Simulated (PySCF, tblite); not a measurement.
# C₃H₇Al: dynamics, then NMR shifts and electronic excitations on frames, part 1 of 2

Aim: move C₃H₇Al (`C=C[CH2][AlH2]`) away from its starting geometry and see how NMR shifts and electronic excitations follow the geometry.

Programs: tblite 0.8.0 and PySCF 2.14.0, with density-fitted response routines of our own. Each step states its level of theory. These are calculated values for one molecule in the gas phase, unless marked as measured. Atoms count from 0, in the outputs and in this text.

## Step 1: Starting geometry

11 atoms, charge 0, multiplicity 1; geometry from: GFN2-xTB.

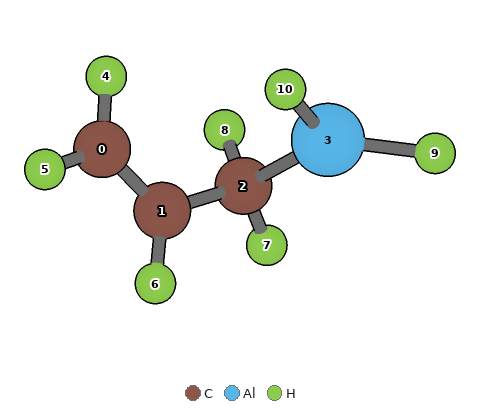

The starting geometry (carbon brown, aluminium blue, hydrogen green), atoms numbered; sticks join atoms by distance.

## Step 2: Thermal motion with GFN2-xTB

What the job is given:

```
{"job": {"kind": "md", "xc": "GFN2-xTB", "basis": "xTB", "temperature": 200, "steps": 2000, "every": 50, "frames": 5}, "charge": 0, "multiplicity": 1}
C     -1.483488     0.662755    -0.467500
C     -0.842860    -0.107417     0.406321
C      0.240252    -1.063941     0.040085
Al     1.728403     0.279793    -0.155828
H     -1.297639     0.577829    -1.527326
H     -2.249274     1.356349    -0.164937
H     -1.066502    -0.012830     1.463949
H      0.354882    -1.849120     0.793401
H      0.006477    -1.553202    -0.914009
H      3.206807     0.018968     0.235583
H      1.408366     1.693488    -0.695781
```

With the program's defaults for keys left out, this is: GFN2-xTB Langevin dynamics, gas phase.

Started as:

```sh
OMP_NUM_THREADS=1 python probes_run.py task.json out
```

The driver reads the jobs from task.json and runs them one after another.

The log of the run:

```text
t/fs     T/K      E/eV
    0.0   175.5   -299.45001
   25.0   116.9   -299.32119
   50.0   129.7   -299.30758
   75.0   174.2   -299.30143
  100.0   169.0   -299.26395
  125.0   211.8   -299.29369
  150.0   290.5   -299.23832
  175.0   216.2   -299.18353
  200.0   179.6   -299.18441
  225.0   145.2   -299.26177
  250.0   127.8   -299.23021
  275.0   165.7   -299.24420
  300.0   117.2   -299.21476
  325.0   126.3   -299.28003
  350.0   208.3   -299.24243
  375.0   246.0   -299.25103
  400.0   236.2   -299.16925
  425.0   255.1   -299.21045
  450.0   134.9   -299.08907
  475.0   276.7   -299.23535
  500.0   193.6   -299.09380
  525.0   313.1   -299.22164
  550.0   322.3   -299.13219
  575.0   245.5   -299.06332
  600.0   231.4   -299.22240
  625.0   216.5   -299.15792
  650.0   257.2   -299.25126
  675.0   166.3   -299.15076
  700.0   156.2   -299.15682
  725.0   205.7   -299.18435
  750.0   228.7   -299.25135
  775.0   203.3   -299.28352
  800.0   172.6   -299.27057
  825.0   180.9   -299.32057
  850.0   139.5   -299.31144
  875.0   166.0   -299.31323
  900.0   148.2   -299.36597
  925.0   109.3   -299.31876
  950.0   141.1   -299.27798
  975.0   204.6   -299.31156
 1000.0   193.8   -299.25661
```

It took 9.2 s on 1 thread of Intel Xeon Platinum 8488C, shared host; peak memory 0.19 GiB.

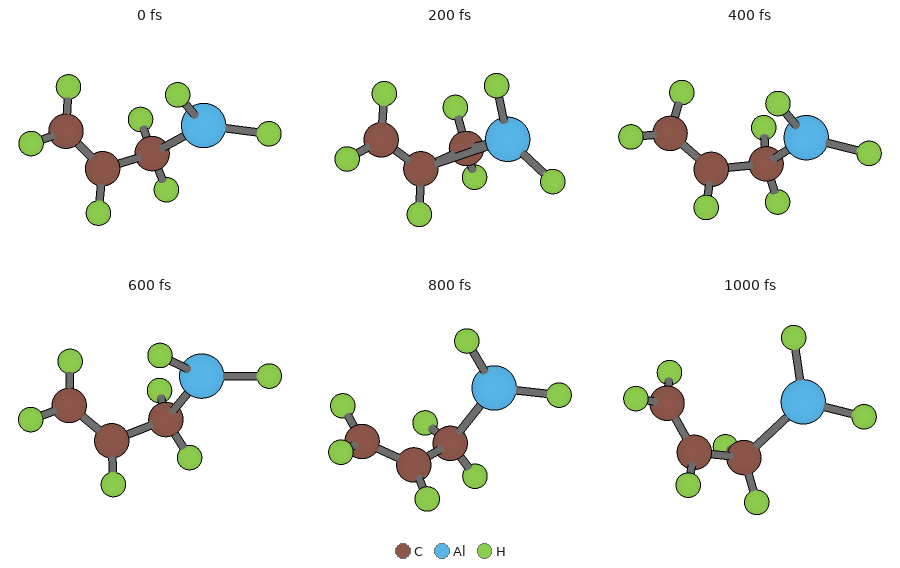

Frames of the run.

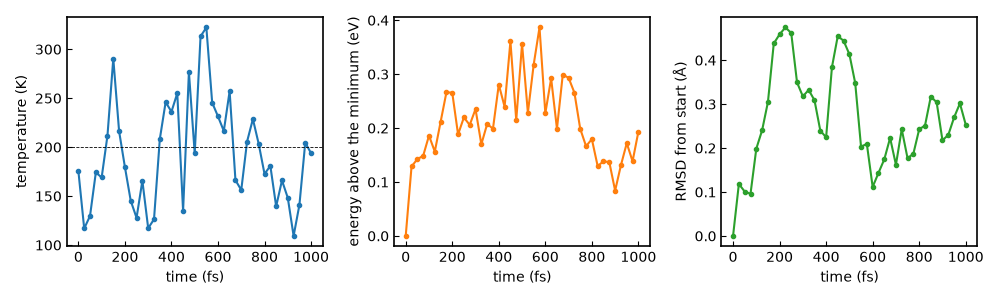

Temperature, potential energy and distance from the start.

Positions (Å) and forces (eV/Å) at 1000 fs:

```xyz
11

C    -1.608    0.228   -1.029    0.078   -1.371    0.368
C    -1.177   -0.201    0.152    1.209    0.179   -0.138
C    -0.185   -1.361    0.229   -1.067    0.222    0.489
Al    1.464   -0.825   -0.759   -0.243    0.139   -0.205
H    -1.547   -0.436   -1.884    0.226    0.371   -0.070
H    -2.210    1.078   -1.085   -0.804    0.999   -0.310
H    -1.337    0.423    1.036    0.133   -0.311   -0.176
H    -0.064   -1.675    1.278    0.083    0.041   -0.077
H    -0.700   -2.195   -0.267    0.173   -0.210   -0.100
H     2.856   -0.795   -0.167    0.394   -0.071    0.306
H     1.506   -0.347   -2.223   -0.181    0.011   -0.088
```

## Step 3: Nuclear shieldings: 250 fs, PBE0/pcSseg-1

What the job is given:

```
{"job": {"kind": "nmr", "xc": "PBE0", "basis": "pcSseg-1", "pop": false}, "charge": 0, "multiplicity": 1}
C     -1.773600     0.108500    -0.527900
C     -0.985100    -0.582300     0.319300
C      0.158300    -1.469600    -0.183900
Al     1.439600     0.021900     0.086200
H     -1.615100     0.132700    -1.597800
H     -2.571100     0.771600    -0.167700
H     -1.293300    -0.671200     1.357500
H      0.259500    -2.503700     0.224000
H      0.058600    -1.601500    -1.249400
H      2.322100     0.213800     1.399100
H      1.523200     1.042400    -1.027300
```

Method: GIAO PBE0/pcSseg-1 NMR shielding, non-relativistic, gas phase.

The log of the run:

```text
coarse grid: 9224 points
cycle   1  E = -360.5572587669  dE =  9.029e-02  |g| = 3.556e-01  |ddm| = 2.832e+00
cycle   2  E = -360.5489459065  dE =  8.313e-03  |g| = 3.990e-01  |ddm| = 6.265e-01
cycle   3  E = -360.5927427359  dE = -4.380e-02  |g| = 2.828e-02  |ddm| = 3.633e-01
cycle   4  E = -360.5929963059  dE = -2.536e-04  |g| = 6.839e-03  |ddm| = 4.183e-02
cycle   5  E = -360.5930004230  dE = -4.117e-06  |g| = 5.158e-03  |ddm| = 1.027e-02
cycle   6  E = -360.5930075676  dE = -7.145e-06  |g| = 7.045e-04  |ddm| = 4.757e-03
final grid: 83120 points
cycle   7  E = -360.6171569331  dE = -1.498e-05  |g| = 5.952e-03  |ddm| = 1.751e-02
cycle   8  E = -360.6171531278  dE =  3.805e-06  |g| = 7.003e-03  |ddm| = 1.063e-02
cycle   9  E = -360.6171666889  dE = -1.356e-05  |g| = 3.469e-04  |ddm| = 5.941e-03
cycle  10  E = -360.6171667092  dE = -2.031e-08  |g| = 2.011e-04  |ddm| = 5.228e-04
cycle  11  E = -360.6171667195  dE = -1.029e-08  |g| = 4.664e-05  |ddm| = 1.995e-04
cycle  12  E = -360.6171667200  dE = -5.276e-10  |g| = 7.390e-06  |ddm| = 4.467e-05
converged SCF energy = -360.6171667200

GIAO shielding tensors (ppm)
atom      isotropic    diamagn.    paramagn.     s11        s22        s33       span
  0 C       46.916     254.056    -207.140    -71.068     59.211    152.606    223.674
  1 C       52.591     256.953    -204.361    -60.469     55.329    162.913    223.382
  2 C      157.249     251.868     -94.620    129.640    152.097    190.009     60.369
  3 Al     338.664     794.972    -456.308    280.061    343.054    392.877    112.816
  4 H       25.584      31.019      -5.434     21.606     25.242     29.904      8.298
  5 H       25.411      29.232      -3.821     22.141     24.893     29.199      7.058
  6 H       25.449      31.635      -6.185     23.534     25.963     26.852      3.319
  7 H       28.949      29.000      -0.051     25.583     26.257     35.008      9.425
  8 H       29.884      32.130      -2.246     26.602     28.433     34.618      8.016
  9 H       26.566      28.544      -1.977     23.957     24.607     31.135      7.178
 10 H       27.428      30.090      -2.662     24.619     25.871     31.794      7.175
```

Wall time 6.6 s (1 thread of Intel Xeon Platinum 8488C, shared host); peak memory 0.51 GiB.

The references, computed at this level on geometries of the same kind, shield at (ppm): 1H TMS 31.72, 13C TMS 186.9, 27Al AlH4- 490.0. Their shielding less the atom's gives the shift. The references are single molecules in the gas phase. Shifts against hydride references such as AlH4− lie on their own scale. Each atom is listed at this fixed geometry, with no averaging over motion; a spectrum would average atoms that exchange fast.

```tsv
atoms	environment	σ (ppm)	δ (ppm)
C0	terminal =CH2 carbon	46.9	140.0
C1	alkene CH	52.6	134.3
C2	allylic sp3 CH2 bonded to Al	157.2	29.7
H5	hydrogen on a terminal =CH2 carbon	25.41	6.31
H6	hydrogen on an alkene CH	25.45	6.27
H4	hydrogen on a terminal =CH2 carbon	25.58	6.13
H9	hydrogen on an aluminium bonded to C	26.57	5.15
H10	hydrogen on an aluminium bonded to C	27.43	4.29
H7	hydrogen on an allylic sp3 CH2 bonded to Al	28.95	2.77
H8	hydrogen on an allylic sp3 CH2 bonded to Al	29.88	1.83
Al3	aluminium bonded to C, 2 H	338.7	151.3
```

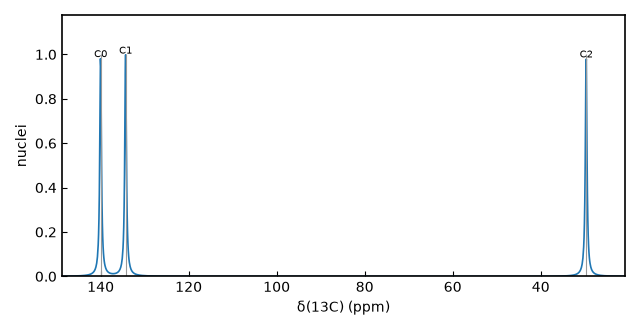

13C lines at the computed shifts, without couplings. Lines are broadened to a width of 0.44 ppm (Lorentzian).

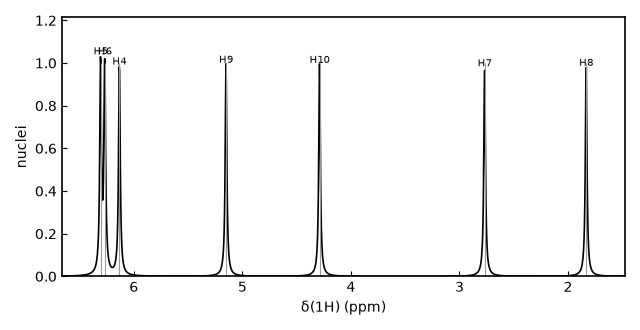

1H lines at the computed shifts, without couplings. Lines are broadened to a width of 0.02 ppm (Lorentzian).

## Step 4: Excited states and response: 250 fs, PBE0/def2-SVPD

The job, as its differences from that of step 3:

```diff
@@ -1,2 +1,2 @@
-{"job": {"kind": "nmr", "xc": "PBE0", "basis": "pcSseg-1", "pop": false}, "charge": 0, "multiplicity": 1}
+{"job": {"kind": "uv", "xc": "PBE0", "basis": "def2-SVPD", "nstates": 5, "ntriplets": 0}, "charge": 0, "multiplicity": 1}
 C     -1.773600     0.108500    -0.527900
```

Method: TDDFT PBE0/def2-SVPD, vertical, gas phase, core orbitals frozen in the response.

The log of the run:

```text
coarse grid: 9224 points
cycle   1  E = -360.3992885945  dE =  6.043e-02  |g| = 3.422e-01  |ddm| = 3.924e+00
cycle   2  E = -360.3916040527  dE =  7.685e-03  |g| = 3.818e-01  |ddm| = 1.014e+00
cycle   3  E = -360.4332915501  dE = -4.169e-02  |g| = 2.910e-02  |ddm| = 4.822e-01
cycle   4  E = -360.4335764578  dE = -2.849e-04  |g| = 6.594e-03  |ddm| = 6.967e-02
cycle   5  E = -360.4335806062  dE = -4.148e-06  |g| = 5.676e-03  |ddm| = 2.044e-02
cycle   6  E = -360.4335893893  dE = -8.783e-06  |g| = 4.511e-04  |ddm| = 7.978e-03
final grid: 83120 points
cycle   7  E = -360.4860150700  dE = -1.653e-05  |g| = 5.665e-03  |ddm| = 9.163e-02
cycle   8  E = -360.4860113339  dE =  3.736e-06  |g| = 6.713e-03  |ddm| = 1.616e-02
cycle   9  E = -360.4860243363  dE = -1.300e-05  |g| = 2.154e-04  |ddm| = 8.626e-03
cycle  10  E = -360.4860243502  dE = -1.386e-08  |g| = 6.472e-05  |ddm| = 6.554e-04
cycle  11  E = -360.4860243508  dE = -6.548e-10  |g| = 4.450e-05  |ddm| = 1.749e-04
cycle  12  E = -360.4860243514  dE = -5.267e-10  |g| = 7.739e-06  |ddm| = 7.393e-05
converged SCF energy = -360.4860243514

Static polarisability (au): isotropic 68.914, principal 57.501 62.297 86.944

Singlet excitations
state   eV       nm        f      main configurations
  1   4.5647    271.6   0.10373   H->L 0.94
  2   5.4984    225.5   0.01071   H-1->L 0.98
  3   6.0594    204.6   0.02060   H->L+1 0.64, H-2->L 0.28
  4   6.3171    196.3   0.00880   H->L+2 0.64, H->L+1 0.19, H-2->L 0.12
  5   6.5402    189.6   0.14212   H-2->L 0.51, H->L+2 0.27, H->L+1 0.10
```

It took 8.7 s on 1 thread of Intel Xeon Platinum 8488C, shared host; peak memory 0.58 GiB.

Frontier orbitals and where they lie:

```tsv
orbital	eV	atoms
HOMO−3	-10.23	C1 24 %, C2 20 %, H6 12 %
HOMO−2	-8.90	C1 27 %, C2 18 %, C0 17 %
HOMO−1	-8.27	Al3 38 %, H10 29 %, H9 26 %
HOMO	-6.88	C2 29 %, C0 24 %, C1 18 %
LUMO	-1.37	Al3 40 %, C0 20 %, C1 13 %
LUMO+1	0.20	Al3 30 %, C1 23 %, C0 14 %
LUMO+2	0.62	Al3 46 %, C0 10 %, C1 9 %
```

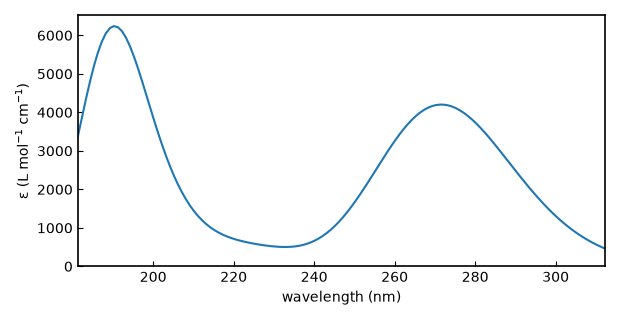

Absorption spectrum: each of the 5 states is a Gaussian band of 0.4 eV half-width at 1/e. Beyond the last state computed it falls off for lack of states.

Ground-state properties from the same run:

```tsv
property	computed
dipole moment (D)	1.06
polarisability (Å³)	10.21
HOMO–LUMO gap (eV)	5.51
−ε(HOMO) (eV)	6.88
```

## Step 5: Shielding tensors: 425 fs, PBE0/pcSseg-1

What the job is given:

```
{"job": {"kind": "nmr", "xc": "PBE0", "basis": "pcSseg-1", "pop": false}, "charge": 0, "multiplicity": 1}
C     -1.765000    -0.504100    -0.661200
C     -0.899400    -0.724900     0.314600
C      0.378400    -1.539600     0.231400
Al     1.689900     0.016500     0.067500
H     -1.753700    -1.092500    -1.543200
H     -2.589500     0.123200    -0.531900
H     -0.982300    -0.090100     1.152600
H      0.540500    -2.073100     1.173600
H      0.295900    -2.301500    -0.553500
H      3.245700     0.034200     0.180800
H      0.790500     1.267400    -0.166600
```

Method: GIAO PBE0/pcSseg-1 NMR shielding, non-relativistic, gas phase.

The log of the run:

```text
coarse grid: 9224 points
cycle   1  E = -360.5370773033  dE =  1.578e-01  |g| = 4.003e-01  |ddm| = 2.858e+00
cycle   2  E = -360.5286021411  dE =  8.475e-03  |g| = 4.443e-01  |ddm| = 8.143e-01
cycle   3  E = -360.5835643525  dE = -5.496e-02  |g| = 2.620e-02  |ddm| = 4.678e-01
cycle   4  E = -360.5837371061  dE = -1.728e-04  |g| = 1.287e-02  |ddm| = 4.322e-02
cycle   5  E = -360.5837747486  dE = -3.764e-05  |g| = 3.998e-03  |ddm| = 1.437e-02
cycle   6  E = -360.5837786929  dE = -3.944e-06  |g| = 1.026e-03  |ddm| = 4.223e-03
final grid: 83120 points
cycle   7  E = -360.6080434287  dE = -1.791e-05  |g| = 6.073e-03  |ddm| = 1.843e-02
cycle   8  E = -360.6080409147  dE =  2.514e-06  |g| = 6.776e-03  |ddm| = 1.132e-02
cycle   9  E = -360.6080532515  dE = -1.234e-05  |g| = 4.296e-04  |ddm| = 6.183e-03
cycle  10  E = -360.6080532867  dE = -3.522e-08  |g| = 1.951e-04  |ddm| = 5.014e-04
cycle  11  E = -360.6080532958  dE = -9.093e-09  |g| = 5.082e-05  |ddm| = 1.838e-04
cycle  12  E = -360.6080532963  dE = -5.627e-10  |g| = 1.635e-05  |ddm| = 4.683e-05
converged SCF energy = -360.6080532963

GIAO shielding tensors (ppm)
atom      isotropic    diamagn.    paramagn.     s11        s22        s33       span
  0 C       72.711     252.344    -179.633    -38.254     93.480    162.908    201.162
  1 C       31.668     259.459    -227.791    -98.645     30.954    162.695    261.340
  2 C      158.942     251.507     -92.565    145.254    156.866    174.706     29.451
  3 Al     261.068     794.471    -533.403    214.206    223.987    345.010    130.804
  4 H       26.952      31.626      -4.674     23.750     26.422     30.684      6.934
  5 H       26.966      31.455      -4.489     23.770     26.575     30.551      6.781
  6 H       25.828      34.562      -8.734     23.051     25.420     29.013      5.963
  7 H       30.087      29.970       0.118     26.618     28.288     35.356      8.738
  8 H       29.635      30.429      -0.795     26.098     29.061     33.745      7.647
  9 H       25.639      28.461      -2.823     23.490     23.659     29.767      6.277
 10 H       26.059      29.779      -3.720     24.095     25.534     28.548      4.453
```

Run time: 6.5 s. Hardware: 1 thread of Intel Xeon Platinum 8488C, shared host; peak memory 0.52 GiB.

Key values: δ C1 155.3, C0 114.2, C2 28.0, Al3 228.9, H9 6.08, H6 5.89 ppm.

## Step 6: TDDFT and polarisability: 425 fs, PBE0/def2-SVPD

The job, as its differences from that of step 5:

```diff
@@ -1,2 +1,2 @@
-{"job": {"kind": "nmr", "xc": "PBE0", "basis": "pcSseg-1", "pop": false}, "charge": 0, "multiplicity": 1}
+{"job": {"kind": "uv", "xc": "PBE0", "basis": "def2-SVPD", "nstates": 5, "ntriplets": 0}, "charge": 0, "multiplicity": 1}
 C     -1.765000    -0.504100    -0.661200
```

With the program's defaults for keys left out, this is: TDDFT PBE0/def2-SVPD, vertical, gas phase, core orbitals frozen in the response.

The log of the run:

```text
coarse grid: 9224 points
cycle   1  E = -360.3786815847  dE =  1.273e-01  |g| = 3.843e-01  |ddm| = 4.103e+00
cycle   2  E = -360.3695470203  dE =  9.135e-03  |g| = 4.292e-01  |ddm| = 1.348e+00
cycle   3  E = -360.4233434094  dE = -5.380e-02  |g| = 2.638e-02  |ddm| = 7.406e-01
cycle   4  E = -360.4235491931  dE = -2.058e-04  |g| = 1.025e-02  |ddm| = 7.056e-02
cycle   5  E = -360.4235741584  dE = -2.497e-05  |g| = 4.470e-03  |ddm| = 2.358e-02
cycle   6  E = -360.4235793287  dE = -5.170e-06  |g| = 1.063e-03  |ddm| = 7.625e-03
final grid: 83120 points
cycle   7  E = -360.4761488478  dE = -1.785e-05  |g| = 5.801e-03  |ddm| = 7.628e-02
cycle   8  E = -360.4761458437  dE =  3.004e-06  |g| = 6.662e-03  |ddm| = 1.903e-02
cycle   9  E = -360.4761582485  dE = -1.240e-05  |g| = 3.953e-04  |ddm| = 9.877e-03
cycle  10  E = -360.4761582827  dE = -3.418e-08  |g| = 1.911e-04  |ddm| = 8.147e-04
cycle  11  E = -360.4761582920  dE = -9.286e-09  |g| = 4.232e-05  |ddm| = 3.183e-04
cycle  12  E = -360.4761582924  dE = -4.412e-10  |g| = 1.451e-05  |ddm| = 7.584e-05
converged SCF energy = -360.4761582924

Static polarisability (au): isotropic 67.259, principal 54.346 60.453 86.978

Singlet excitations
state   eV       nm        f      main configurations
  1   3.9097    317.1   0.00267   H->L 0.99
  2   5.1219    242.1   0.00049   H-1->L 0.99
  3   5.8651    211.4   0.11461   H->L+1 0.87
  4   6.1387    202.0   0.00297   H-2->L 0.97
  5   6.5976    187.9   0.27720   H->L+2 0.85
```

It took 8.4 s on 1 thread of Intel Xeon Platinum 8488C, shared host; peak memory 0.58 GiB.

In short: HOMO -6.68 eV, LUMO -1.56 eV; lowest singlet 3.91 eV.

## Step 7: Nuclear shieldings: 625 fs, PBE0/pcSseg-1

What the job is given:

```
{"job": {"kind": "nmr", "xc": "PBE0", "basis": "pcSseg-1", "pop": false}, "charge": 0, "multiplicity": 1}
C     -1.292600    -0.413400    -0.279700
C     -0.403900    -0.938000     0.584900
C      0.809200    -1.702400     0.090000
Al     1.899000    -0.144500    -0.517600
H     -1.275300    -0.465300    -1.390100
H     -2.178200     0.092500     0.129600
H     -0.418200    -0.868300     1.643900
H      1.271800    -2.278700     0.903000
H      0.499400    -2.435600    -0.723500
H      3.387300    -0.292900    -0.596700
H      1.408700     1.317300    -1.133000
```

Method: GIAO PBE0/pcSseg-1 NMR shielding, non-relativistic, gas phase.

The log of the run:

```text
coarse grid: 9224 points
cycle   1  E = -360.5433650606  dE =  6.758e-02  |g| = 3.645e-01  |ddm| = 2.833e+00
cycle   2  E = -360.5399260796  dE =  3.439e-03  |g| = 3.906e-01  |ddm| = 6.643e-01
cycle   3  E = -360.5810943717  dE = -4.117e-02  |g| = 3.094e-02  |ddm| = 3.731e-01
cycle   4  E = -360.5813637143  dE = -2.693e-04  |g| = 1.144e-02  |ddm| = 4.752e-02
cycle   5  E = -360.5813892988  dE = -2.558e-05  |g| = 5.417e-03  |ddm| = 1.472e-02
cycle   6  E = -360.5813966625  dE = -7.364e-06  |g| = 1.528e-03  |ddm| = 5.516e-03
final grid: 83120 points
cycle   7  E = -360.6049618411  dE = -1.232e-05  |g| = 5.737e-03  |ddm| = 1.641e-02
cycle   8  E = -360.6049576857  dE =  4.155e-06  |g| = 7.014e-03  |ddm| = 1.088e-02
cycle   9  E = -360.6049706469  dE = -1.296e-05  |g| = 8.348e-04  |ddm| = 6.020e-03
cycle  10  E = -360.6049708177  dE = -1.707e-07  |g| = 1.978e-04  |ddm| = 7.796e-04
cycle  11  E = -360.6049708276  dE = -9.995e-09  |g| = 3.762e-05  |ddm| = 1.968e-04
cycle  12  E = -360.6049708279  dE = -2.781e-10  |g| = 1.533e-05  |ddm| = 3.998e-05
converged SCF energy = -360.6049708279

GIAO shielding tensors (ppm)
atom      isotropic    diamagn.    paramagn.     s11        s22        s33       span
  0 C       61.701     254.429    -192.728    -50.798     78.048    157.854    208.651
  1 C       39.755     257.920    -218.166    -85.468     41.125    163.606    249.074
  2 C      153.644     253.579     -99.935    132.672    147.511    180.749     48.076
  3 Al     269.858     793.364    -523.506    206.672    233.652    369.250    162.578
  4 H       25.142      30.481      -5.339     21.941     25.165     28.322      6.382
  5 H       26.034      30.230      -4.196     23.005     24.997     30.102      7.097
  6 H       24.806      33.318      -8.512     21.318     24.733     28.366      7.048
  7 H       29.625      30.117      -0.492     26.292     28.672     33.912      7.620
  8 H       28.313      28.932      -0.619     24.167     27.872     32.900      8.733
  9 H       26.210      28.779      -2.570     23.518     24.415     30.697      7.180
 10 H       25.330      27.619      -2.288     23.840     24.602     27.549      3.709
```

Wall time 6.3 s (1 thread of Intel Xeon Platinum 8488C, shared host); peak memory 0.53 GiB.

In short: δ C1 147.2, C0 125.2, C2 33.3, Al3 220.1, H6 6.91, H4 6.57 ppm.

## Step 8: Ultraviolet spectrum: 625 fs, PBE0/def2-SVPD

The job, as its differences from that of step 7:

```diff
@@ -1,2 +1,2 @@
-{"job": {"kind": "nmr", "xc": "PBE0", "basis": "pcSseg-1", "pop": false}, "charge": 0, "multiplicity": 1}
+{"job": {"kind": "uv", "xc": "PBE0", "basis": "def2-SVPD", "nstates": 5, "ntriplets": 0}, "charge": 0, "multiplicity": 1}
 C     -1.292600    -0.413400    -0.279700
```

With the program's defaults for keys left out, this is: TDDFT PBE0/def2-SVPD, vertical, gas phase, core orbitals frozen in the response.

The log of the run:

```text
coarse grid: 9224 points
cycle   1  E = -360.3857887314  dE =  3.730e-02  |g| = 3.503e-01  |ddm| = 3.986e+00
cycle   2  E = -360.3824461572  dE =  3.343e-03  |g| = 3.741e-01  |ddm| = 1.087e+00
cycle   3  E = -360.4219112920  dE = -3.947e-02  |g| = 3.179e-02  |ddm| = 5.273e-01
cycle   4  E = -360.4222269166  dE = -3.156e-04  |g| = 9.704e-03  |ddm| = 7.407e-02
cycle   5  E = -360.4222466431  dE = -1.973e-05  |g| = 5.451e-03  |ddm| = 2.438e-02
cycle   6  E = -360.4222544842  dE = -7.841e-06  |g| = 1.309e-03  |ddm| = 8.255e-03
final grid: 83120 points
cycle   7  E = -360.4741291408  dE = -1.284e-05  |g| = 5.397e-03  |ddm| = 5.898e-02
cycle   8  E = -360.4741254617  dE =  3.679e-06  |g| = 6.568e-03  |ddm| = 1.593e-02
cycle   9  E = -360.4741373708  dE = -1.191e-05  |g| = 6.225e-04  |ddm| = 8.510e-03
cycle  10  E = -360.4741374664  dE = -9.561e-08  |g| = 1.752e-04  |ddm| = 9.133e-04
cycle  11  E = -360.4741374748  dE = -8.364e-09  |g| = 3.198e-05  |ddm| = 3.153e-04
cycle  12  E = -360.4741374750  dE = -2.318e-10  |g| = 1.441e-05  |ddm| = 6.484e-05
converged SCF energy = -360.4741374750

Static polarisability (au): isotropic 67.265, principal 54.879 66.220 80.695

Singlet excitations
state   eV       nm        f      main configurations
  1   3.8630    321.0   0.01030   H->L 0.98
  2   5.0943    243.4   0.00311   H-1->L 0.99
  3   5.8068    213.5   0.01371   H->L+2 0.91
  4   5.9577    208.1   0.10691   H->L+1 0.77, H-2->L 0.14
  5   6.1227    202.5   0.04567   H-2->L 0.81, H->L+1 0.14
```

Run time: 8.7 s. Hardware: 1 thread of Intel Xeon Platinum 8488C, shared host; peak memory 0.58 GiB.

This run: HOMO -6.63 eV, LUMO -1.55 eV; lowest singlet 3.86 eV.

(Continued in part 2 of 2.)
